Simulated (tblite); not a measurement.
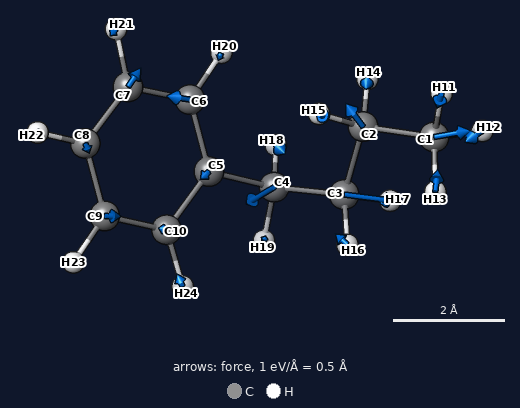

Starting geometry of C₁₀H₁₄ with the computed forces as blue arrows. Style: ball-and-stick. Shown at a tilt.

Computed with GFN2-xTB geometry optimisation, gas phase (tblite). 

> Is this structure relaxed? If not, where do the atoms go?

It isn't relaxed: the largest force vector, on C3, is 2.02 eV/Å. The final displacements have little in common with the starting forces (cosine between the two patterns 0.17). The energy falls by 7.47 kcal/mol in 85 geometry steps. H12 moves most after the best rigid fit: 0.45 Å. By element the largest moves are H 0.45 Å, C 0.19 Å. Among the contacts that change: C3–C4 1.487 → 1.535 Å, C1–H11 1.115 → 1.088 Å, C2–H14 1.114 → 1.093 Å, C2–C3 1.507 → 1.526 Å. Among the angles between lasting bonds that change: C3–C4–H18 114.5° → 109.1°, C4–C3–H16 114.4° → 109.2°, C6–C7–H21 115.2° → 119.8°.
